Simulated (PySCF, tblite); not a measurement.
**C₆H₇BCl₂S: geometry, infrared bands and NMR shifts**

Aim: predict the infrared bands and NMR shifts of C₆H₇BCl₂S (`ClC(Cl)CBc1cccs1`).

Computed with tblite 0.8.0 and PySCF 2.14.0, with density-fitted response routines of our own, on a single molecule in the gas phase. Atoms count from 0, in the outputs and in this text.

**1. Starting geometry**

17 atoms, charge 0, multiplicity 1; geometry from: force field or distance geometry start.

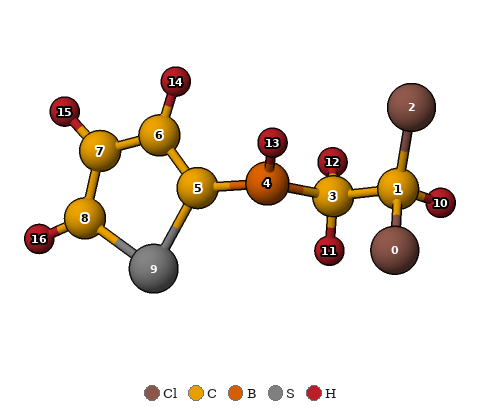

The starting geometry (chlorine brown, carbon amber, boron orange, sulfur grey, hydrogen red), atoms numbered; sticks join atoms by distance.

**2. Optimising the geometry with GFN2-xTB**

The job: settings as JSON, then the geometry in Å.

```
{"job": {"kind": "relax", "xc": "GFN2-xTB", "basis": "xTB"}, "charge": 0, "multiplicity": 1}
Cl     3.461100    -1.537400     0.956300
C      2.996800    -0.466000    -0.416200
Cl     3.664800     1.143500    -0.131500
C      1.500600    -0.518400    -0.512600
B      0.784400    -0.028400     0.828900
C     -0.777600    -0.009700     0.800300
C     -1.566300     1.070600     0.611200
C     -2.896300     0.862100     0.641000
C     -3.310900    -0.421400     0.847100
S     -1.839200    -1.502800     1.046500
H      3.405000    -0.903300    -1.363300
H      1.221200    -1.594700    -0.601200
H      1.144700     0.069900    -1.360400
H      1.326900     0.826000     1.443000
H     -1.139900     2.089300     0.451700
H     -3.635000     1.681700     0.503900
H     -4.347100    -0.749100     0.894800
```

Launch:

```bash
OMP_NUM_THREADS=1 python probes_run.py task.json out
```

This one command runs all jobs of the session in turn.

**Question.** This job is followed by: GFN2-xTB harmonic vibrations, gas phase; GIAO PBE0/pcSseg-1 NMR shielding, non-relativistic, gas phase. Predict these results of the whole session: strongest single infrared mode (GFN2-xTB); zero-point energy (GFN2-xTB); ¹³C shifts against TMS (PBE0/pcSseg-1); ¹H shifts against TMS (PBE0/pcSseg-1, means over atoms taken as alike); ³⁵Cl shifts against HCl (PBE0/pcSseg-1, means over atoms taken as alike); ¹¹B shifts against BF3·OEt2 (PBE0/pcSseg-1); ³³S shifts against CS2 (PBE0/pcSseg-1).

**Answer**, as computed:

| quantity | value |
| --- | --- |
| strongest single infrared mode (GFN2-xTB) | 1212 cm⁻¹, 134 km/mol |
| zero-point energy (GFN2-xTB) | 71.2 kcal/mol |
| ¹³C shifts against TMS (PBE0/pcSseg-1) | 158.1, 153.2, 149.7, 133.5, 87.9, 44.8 ppm |
| ¹H shifts against TMS (PBE0/pcSseg-1, means over atoms taken as alike) | 8.10, 7.95, 7.59, 7.49, 6.37, 2.53 ppm |
| ³⁵Cl shifts against HCl (PBE0/pcSseg-1, means over atoms taken as alike) | 288 ppm |
| ¹¹B shifts against BF3·OEt2 (PBE0/pcSseg-1) | 62.3 ppm |
| ³³S shifts against CS2 (PBE0/pcSseg-1) | 261 ppm |

What this shows: The optimisation took 91 steps and gained 1.036 eV; among the close pairs (by a distance rule), C8–S9 changed most, from 1.837 to 1.707 Å. No mode is imaginary among the 45: a minimum at this level. The strongest single mode, at 1212 cm⁻¹, has its largest shares on H15, B4 and H10 (the list is cut at 3 atoms). GFN2-xTB is a fitted tight-binding method: band positions and strengths are rough. Its intensities can rank the bands wrongly. C1 stands next to heavy halogen, whose spin-orbit shielding this run leaves out, so the computed shift lies too far downfield, most of all for carbon beside Br or I. At PBE0/pcSseg-1: The widest tensor belongs to Cl0, Cl2: span 618 ppm, with a paramagnetic part of -483 ppm. NICS(1)zz of -27 ppm above the planar ring from C5 marks a diatropic (aromatic) ring current.
